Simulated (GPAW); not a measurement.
## KCdCO3F: optical spectrum from first principles

Wanted: where KCdCO3F starts to absorb, how strongly, and its refractive index.

Program: GPAW 26.7.0. Level of theory: DFT, PBE, plane-wave PAW (GPAW data sets), scalar-relativistic, RPA, optical limit. Results are calculated unless marked as measured.

## 1. The starting structure

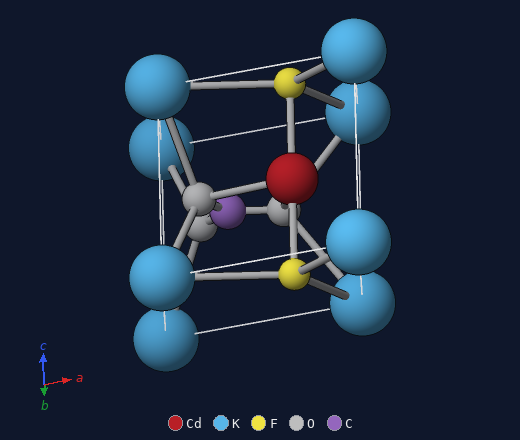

The starting structure, seen from a free direction (cadmium red, potassium blue, fluorine yellow, oxygen light grey, carbon purple). Some periodic images of atoms are drawn too.

## 2. Ground state

First the ground state: is it a metal or has it a gap?

This step: DFT, PBE, plane-wave PAW (GPAW data sets), scalar-relativistic, ground state (GPAW 26.7.0).

Input file gs.py:

```python
from ase import Atoms
from ase.dft.bandgap import bandgap
from gpaw import GPAW, PW, FermiDirac

atoms = Atoms(['Cd', 'K', 'F', 'O', 'O', 'O', 'C'],
              cell=[[5.132400000010, 0.000000000000, 0.000000000000],
                    [-2.566200000005, 4.444788782392, 0.000000000000],
                    [0.000000000000, 0.000000000000, 4.432400000000]],
              scaled_positions=[[0.666666666667, 0.333333333333, 0.500000000000],
                                [0.000000000000, 0.000000000000, 0.000000000000],
                                [0.666666666667, 0.333333333333, 0.000000000000],
                                [0.615000000000, 0.807500000000, 0.500000000000],
                                [0.192500000000, 0.807500000000, 0.500000000000],
                                [0.192500000000, 0.385000000000, 0.500000000000],
                                [0.333333333333, 0.666666666667, 0.500000000000]],
              pbc=[True, True, True])
atoms.calc = GPAW(mode=PW(450), xc='PBE', kpts={'size': (6, 6, 5), 'gamma': True},
                  occupations=FermiDirac(0.05), maxiter=150, txt='gs.txt')
print('energy (eV)', atoms.get_potential_energy())
print('Fermi level (eV)', atoms.calc.get_fermi_level())
print('valence electrons', atoms.calc.get_number_of_electrons())
print('gap (eV)', bandgap(atoms.calc, output=None)[0])
print('direct gap (eV)', bandgap(atoms.calc, direct=True, output=None)[0])
atoms.calc.write('gs.gpw')
```

Launch:

```console
$ OMP_NUM_THREADS=1 python gs.py
```

Numbers of over 12 decimals in the logs are rounded to 6 here.

The log of the run:

```text
__  _  _
 | _ |_)|_||  |
 |__||  | ||/\| - 26.7.0

Versions:
  Python: 3.12.14
  ASE:    3.29.0
  Numpy:  2.5.5
  Scipy:  1.18.1
  Libxc:  7.0.0

Input parameters:
  mode=PW(ecut=450.000000),
  kpts=MonkhorstPack(size=(6, 6, 5), gamma=True),
  maxiter=150,
  occupations=Occupations(name='fermi-dirac', width=0.05, fixmagmom=False),
  xc=XC(name='PBE')

Diagonalizing LCAO Hamiltonian
Converting LCAO to pw mode

          O C  O
           O     Cd

                 F
          K

Atoms  # Å, Bohr magnetons
|   | symbol |         x |        y |        z |    initial magnetic moments |
| 0 |     Cd |  2.566200 | 1.481596 | 2.216200 | ( 0.0000,  0.0000,  0.0000) |
| 1 |      K |  0.000000 | 0.000000 | 0.000000 | ( 0.0000,  0.0000,  0.0000) |
| 2 |      F |  2.566200 | 1.481596 | 0.000000 | ( 0.0000,  0.0000,  0.0000) |
| 3 |      O |  1.084220 | 3.589167 | 2.216200 | ( 0.0000,  0.0000,  0.0000) |
| 4 |      O | -1.084220 | 3.589167 | 2.216200 | ( 0.0000,  0.0000,  0.0000) |
| 5 |      O |  0.000000 | 1.711244 | 2.216200 | ( 0.0000,  0.0000,  0.0000) |
| 6 |      C | -0.000000 | 2.963193 | 2.216200 | ( 0.0000,  0.0000,  0.0000) |

Unit cell  # Å
| periodic |         x |        y |        z |  lengths |     angles |
|      yes |  5.132400 | 0.000000 | 0.000000 | 5.132400 |  90.000000 |
|      yes | -2.566200 | 4.444789 | 0.000000 | 5.132400 |  90.000000 |
|      yes |  0.000000 | 0.000000 | 4.432400 | 4.432400 | 120.000000 |

Number of symmetries: 12
Symmetry operations  # r_c * U_cc + t_c -> r_c
|    | kind |            matrix            |
|  0 |  σ   |  1, 1, 0,  0,-1, 0,  0, 0, 1 |
|  1 |  C2  |  1, 1, 0,  0,-1, 0,  0, 0,-1 |
|  2 |  E   |  1, 0, 0,  0, 1, 0,  0, 0, 1 |
|  3 |  σ   |  1, 0, 0,  0, 1, 0,  0, 0,-1 |
|  4 |  C3  |  0, 1, 0, -1,-1, 0,  0, 0, 1 |
|  5 |  S3  |  0, 1, 0, -1,-1, 0,  0, 0,-1 |
|  6 |  σ   |  0,-1, 0, -1, 0, 0,  0, 0, 1 |
|  7 |  C2  |  0,-1, 0, -1, 0, 0,  0, 0,-1 |
|  8 |  σ   | -1, 0, 0,  1, 1, 0,  0, 0, 1 |
|  9 |  C2  | -1, 0, 0,  1, 1, 0,  0, 0,-1 |
| 10 |  C3  | -1,-1, 0,  1, 0, 0,  0, 0, 1 |
| 11 |  S3  | -1,-1, 0,  1, 0, 0,  0, 0,-1 |

BZ-sampling:
  Number of BZ points: 180
  Number of IBZ points: 21

  Monkhorst-Pack size: [6, 6, 5]
  Monkhorst-Pack shift: [0.083333, 0.083333, 0.0]

K-points  # in reciprocal-cell coordinates
|     |                                coordinates |     weight |
|   0 | (  0.00000000,   0.00000000,   0.00000000) | 0.00555556 |
|   1 | (  0.00000000,   0.00000000,   0.20000000) | 0.01111111 |
|   2 | (  0.00000000,   0.00000000,   0.40000000) | 0.01111111 |
|   3 | (  0.16666667,   0.00000000,   0.00000000) | 0.03333333 |
|   4 | (  0.16666667,   0.00000000,   0.20000000) | 0.06666667 |
|   5 | (  0.16666667,   0.00000000,   0.40000000) | 0.06666667 |
|   6 | (  0.33333333,  -0.16666667,   0.00000000) | 0.03333333 |
|   7 | (  0.33333333,  -0.16666667,   0.20000000) | 0.06666667 |
|   8 | (  0.33333333,  -0.16666667,   0.40000000) | 0.06666667 |
|   9 | (  0.33333333,   0.00000000,   0.00000000) | 0.03333333 |
| ... |                                            |            |
|  20 | (  0.50000000,   0.50000000,   0.40000000) | 0.03333333 |

Plane wave coefficients: 2217
Cutoff: 450.000000 eV

Spin-components: 1 (collinear spins)
Bands:           34
Projectors:      36
Spin-degeneracy: 2
Datatype:        complex128

Parallelization:
  kpt:    1
  domain: 1
  band:   1

Density:
  Valence electrons: 50.0
  Components: 1
  Grid points: [27 27 24]
  Charge: 0.0  # |e|

Potential:
  Grid points: [27 27 24]

species:
  Cd:
    name:    Cadmium
    id:
    Z:       48.0
    valence: 12
    core:    36
    charge:  0.0  # [|e|]
    compensation charges:
      type: gauss
      rc: 0.38  # [Å]
      lmax: 2
    cutoffs:
      filter: 2.12  # [Å]
      core: 2.62  # [Å]
    projectors
    | kind |    occ | energy [eV] | rcut [Å] |
    |   5s |  2.000 |      -5.655 |    1.191 |
    |   5p |  0.000 |      -1.186 |    1.228 |
    |   4d | 10.000 |     -11.739 |    1.164 |
    |    s |        |      21.556 |    1.191 |
    |    p |        |      26.026 |    1.228 |
    |    d |        |      15.473 |    1.164 |

    Using partial waves for Cd as LCAO basis

  K:
    name:    Potassium
    id:
    Z:       19.0
    valence: 9
    core:    10
    charge:  0.0  # [|e|]
    compensation charges:
      type: gauss
      rc: 0.35  # [Å]
      lmax: 2
    cutoffs:
      filter: 1.91  # [Å]
      core: 1.27  # [Å]
    projectors
    | kind |    occ | energy [eV] | rcut [Å] |
    |   3s |  2.000 |     -35.338 |    1.122 |
    |   4s |  1.000 |      -2.319 |    1.122 |
    |   3p |  6.000 |     -18.813 |    1.106 |
    |    p |        |       8.398 |    1.106 |
    |    d |        |       0.000 |    0.937 |

    Using partial waves for K as LCAO basis

  F:
    name:    Fluorine
    id:
    Z:       9.0
    valence: 7
    core:    2
    charge:  0.0  # [|e|]
    compensation charges:
      type: gauss
      rc: 0.20  # [Å]
      lmax: 2
    cutoffs:
      filter: 1.14  # [Å]
      core: 0.74  # [Å]
    projectors
    | kind |    occ | energy [eV] | rcut [Å] |
    |   2s |  2.000 |     -29.898 |    0.635 |
    |   2p |  5.000 |     -11.110 |    0.635 |
    |    s |        |      -2.687 |    0.635 |
    |    p |        |      16.102 |    0.635 |
    |    d |        |       0.000 |    0.635 |

    Using partial waves for F as LCAO basis

  O:
    name:    Oxygen
    id:
    Z:       8.0
    valence: 6
    core:    2
    charge:  0.0  # [|e|]
    compensation charges:
      type: gauss
      rc: 0.21  # [Å]
      lmax: 2
    cutoffs:
      filter: 1.17  # [Å]
      core: 0.83  # [Å]
    projectors
    | kind |    occ | energy [eV] | rcut [Å] |
    |   2s |  2.000 |     -23.961 |    0.688 |
    |   2p |  4.000 |      -9.029 |    0.598 |
    |    s |        |       3.251 |    0.688 |
    |    p |        |      18.182 |    0.598 |
    |    d |        |       0.000 |    0.619 |

    Using partial waves for O as LCAO basis

  C:
    name:    Carbon
    id:
    Z:       6.0
    valence: 4
    core:    2
    charge:  0.0  # [|e|]
    compensation charges:
      type: gauss
      rc: 0.20  # [Å]
      lmax: 2
    cutoffs:
      filter: 1.14  # [Å]
      core: 1.14  # [Å]
    projectors
    | kind |    occ | energy [eV] | rcut [Å] |
    |   2s |  2.000 |     -13.751 |    0.635 |
    |   2p |  2.000 |      -5.284 |    0.635 |
    |    s |        |      13.461 |    0.635 |
    |    p |        |      21.927 |    0.635 |
    |    d |        |       0.000 |    0.635 |

    Using partial waves for C as LCAO basis

Reference energy: -178419.637359  # eV

eigensolver:
  PPCG
  Converge bands: occupied
  niter=2

density mixing:
  MSR1-Mixer
  Pratt-step length: 0.05
  Maximum mixing coefficient: 0.75
  Old densities: 10
  SVD Regularization: 0.005
  Good broyden scale: 1.0
  Trust region scale: 1.0
  Backstep threshold: 4.0
  History deletion threshold: 6.0
  Fourier metric: weight=20.0, sigma=0.015

occupation numbers:
  Fermi-Dirac:
    width: 0.0500  # eV

poisson solver:
  ecut: 3600.000000  # eV

xc functional:
  name: PBE with 2 nearest neighbor stencil

convergence criteria:
- Maximum [total energy] change in last 3 cyles: 0.0005 eV / valence electron
- Maximum integral of absolute [dens]ity change: 0.0001 electrons / valence electron
- Maximum integral of absolute [eigenst]ate change: 4e-08 eV^2 / valence electron
maximum number of iterations: 150

SCF iterations
|iter     |      energy | eigst |  dens |
|iter:   1||  -41.432383 | +0.08 |       |
|iter:   2||  -40.534123 | -1.72 | -0.98 |
|iter:   3||  -37.641794 | -0.65 | -1.03 |
|iter:   4||  -37.610423 | -2.47 | -1.52 |
|iter:   5||  -37.614911 | -3.30 | -1.88 |
|iter:   6||  -37.615210c| -3.99 | -2.56 |
|iter:   7||  -37.615336c| -5.16 | -2.98 |
|iter:   8||  -37.615360c| -6.12 | -3.38 |
|iter:   9||  -37.615361c| -7.51c| -4.11c|

Converged in 9 steps
SCF loop duration: 26.929 s (2.992 s/step)
Energy contributions relative to reference atoms: (reference = -178419.637359)

Energy contributions:
  Kinetic:          52.108325
  Coulomb:         -43.822172
  Zero:             -0.539624
  External:          0.000000
  Xc:              -45.361890
  Entropy:          -0.000000
  Spinorbit:         0.000000
  ----------------------------
  Free energy:     -37.615361
  Extrapolated:    -37.615361

dipole moment: (-9.824272, -15.916585, -29.428407)  # |e|*Ang

Fermi level: 3.452
Eigenvalues  # (at kpt = [0.000, 0.000, 0.000])
| band index |      eig [eV] | occ [0-2] |
|          0 |       -25.386 |     2.000 |
|        ... |               |           |
|         17 |        -1.738 |     2.000 |
|         18 |        -0.820 |     2.000 |
|         19 |        -0.819 |     2.000 |
|         20 |         0.606 |     2.000 |
|         21 |         0.606 |     2.000 |
|         22 |         0.956 |     2.000 |
|         23 |         0.956 |     2.000 |
|         24 |         2.526 |     2.000 |
|         25 |         4.202 |     0.000 |
|         26 |         8.707 |     0.000 |
|         27 |         8.845 |     0.000 |
|         28 |        11.150 |     0.000 |
|         29 |        11.150 |     0.000 |
|         30 |        11.614 |     0.000 |
|         31 |        13.227 |     0.000 |
|         32 |        13.232 |     0.000 |
|         33 |        13.520 |     0.000 |

Gap: 1.652 eV
Transition (v -> c):
  (s=0, k=1, n=24, [0.00, 0.00, 0.20]) -> (s=0, k=0, n=25, [0.00, 0.00, 0.00])
Direct/indirect transitions are different
Direct gap: 1.676 eV
Transition at: (s=0, k=0, n=24, [0.00, 0.00, 0.00])

--- standard output ---
energy (eV) -37.615361
Fermi level (eV) 3.452432
valence electrons 50.0
gap (eV) 1.651747
direct gap (eV) 1.675994
```

Run time: 30 s. Hardware: 1 thread of Arm Neoverse V2, shared host; peak memory 0.2 GiB.

Read-outs, printed or worked out from the files:

* energy: -37.62 eV
* Fermi energy: 3.452 eV
* gap on the k-mesh: 1.652 eV
* direct gap on the mesh: 1.676 eV
* electrons: 50

There is a gap, 1.65 eV on this mesh (points off the mesh can give less), so no carriers' term is needed.

## 3. Bands for the response

At the fixed density, many empty bands are solved on the mesh of the response, since the spectrum sums over them.

This step: DFT, PBE, plane-wave PAW (GPAW data sets), scalar-relativistic, bands at fixed density (GPAW 26.7.0).

Input file nscf.py:

```python
from ase.dft.bandgap import bandgap
from gpaw import GPAW, FermiDirac

calc = GPAW('gs.gpw').fixed_density(kpts={'size': (6, 6, 6), 'gamma': True}, nbands=65, convergence={'bands': 59},
                                    occupations=FermiDirac(0.001), txt='nscf.txt')
print('gap (eV)', bandgap(calc, output=None)[0])
print('direct gap (eV)', bandgap(calc, direct=True, output=None)[0])
print('top band over the Fermi level (eV)', min(calc.get_eigenvalues(kpt=k)[58] for k in range(len(calc.get_ibz_k_points()))) - calc.get_fermi_level())
calc.write('full.gpw', mode='all')
```

Launch:

```console
$ OMP_NUM_THREADS=1 python nscf.py
```

The log of the run:

```text
Diagonalizing LCAO Hamiltonian
Converting LCAO to pw mode
convergence criteria:
- Maximum integral of absolute [eigenst]ate change: 4e-08 eV^2 / valence electron
maximum number of iterations: 150

SCF iterations
|iter     |      energy | eigst |  dens |
|iter:   1||             | +3.12 |       |
|iter:   2||             | +1.99 |       |
|iter:   3||             | +0.80 |       |
|iter:   4||             | -0.31 |       |
|iter:   5||             | -1.13 |       |
|iter:   6||             | -1.94 |       |
|iter:   7||             | -2.62 |       |
|iter:   8||             | -3.35 |       |
|iter:   9||             | -3.99 |       |
|iter:  10||             | -4.71 |       |
|iter:  11||             | -5.32 |       |
|iter:  12||             | -6.07 |       |
|iter:  13||             | -6.68 |       |
|iter:  14||             | -7.18 |       |
|iter:  15||             | -7.55c|       |
SCF steps: 15
  __  _  _
 | _ |_)|_||  |
 |__||  | ||/\| - 26.7.0

Versions:
  Python: 3.12.14
  ASE:    3.29.0
  Numpy:  2.5.5
  Scipy:  1.18.1
  Libxc:  7.0.0

Input parameters:
  mode=PW(ecut=450.000000),
  convergence={'bands': 59},
  gpts=array([27, 27, 24]),
  kpts=MonkhorstPack(size=(6, 6, 6), gamma=True),
  maxiter=150,
  nbands=65,
  occupations=Occupations(name='fermi-dirac', width=0.001, fixmagmom=False),
  parallel={},
  xc=XC(name='PBE')

--- standard output ---
gap (eV) 1.639162
direct gap (eV) 1.675994
top band over the Fermi level (eV) 23.501020
```

Run time: 1.7 min. Hardware: 1 thread; peak memory 0.27 GiB.

Read-outs, printed or worked out from the files:

```
gap on the k-mesh : 1.639 eV
```

(Part 1 of 2 ends here.)

[Machine, clock and banner lines and Python warnings are left out of the logs.]

[Logs are printed without paths, hosts, clocks, repeated set-up lines and the standing remarks that a program may print on its own settings, such as how far it seeks lower states.]

[Hosts, paths, dates, database ids (printed as entryN), source tags and the programs' standing remarks are cut or masked in the printed files.]
